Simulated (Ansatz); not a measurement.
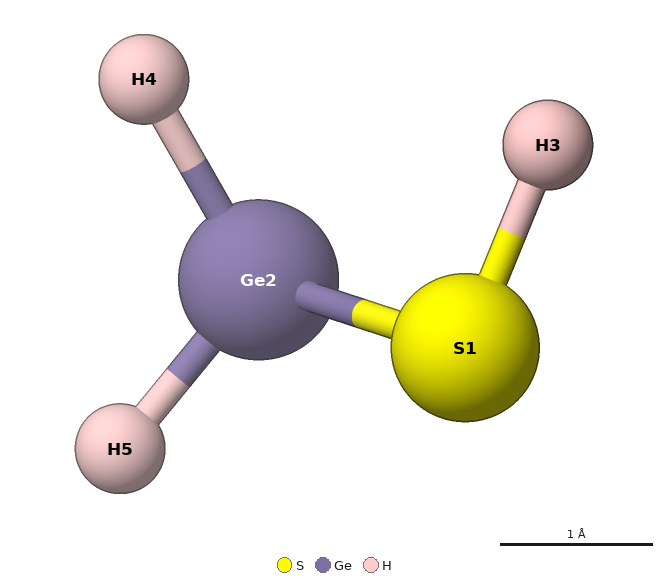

(Drawn from a calculation with Ansatz.)

The atoms are numbered. State: neutral, doublet. Geometry: moved along internal coordinates away from the minimum.

How are the neighbours of atom 2 arranged?

Ge2 has 3 neighbours (S1 at 2.22, H4 at 1.55, H5 at 1.44 Å); the arrangement is trigonal pyramidal.

What is the geometry at S1?

S1 has 2 neighbours (Ge2 at 2.22, H3 at 1.45 Å); the arrangement is bent.
